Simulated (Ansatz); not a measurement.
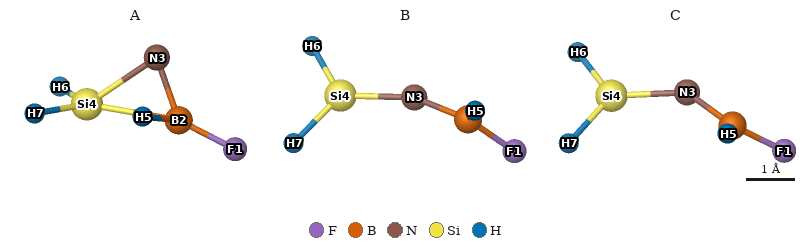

3 geometries from a converged minimum-energy path of BSiNH3F, shuffled. Style: ball-and-stick. Shown at a tilt.

Level of theory: Ansatz 0.2.0, RKS B3LYP/def2-SVP. Settings: 9 movable images; climbing image; force threshold 0.03 eV/Å; iteration limit 59; starting path through a guess of the saddle point.

Q: Which of them lies highest in energy?

A: A. In order along the path, whose images run from 0 to 10: A (image 4, +74.9 kcal/mol), C (image 8, +3.8 kcal/mol), B (image 9, +0.2 kcal/mol). Breaking: B2–Si4 (1.94 → 1.99 at the top → 2.97 Å), N3–H5 (1.02 → 1.61 at the top → 2.27 Å). Forming: B2–H5 (2.26 → 1.32 at the top → 1.21 Å).

The run took about 9 core-minutes on a shared host.
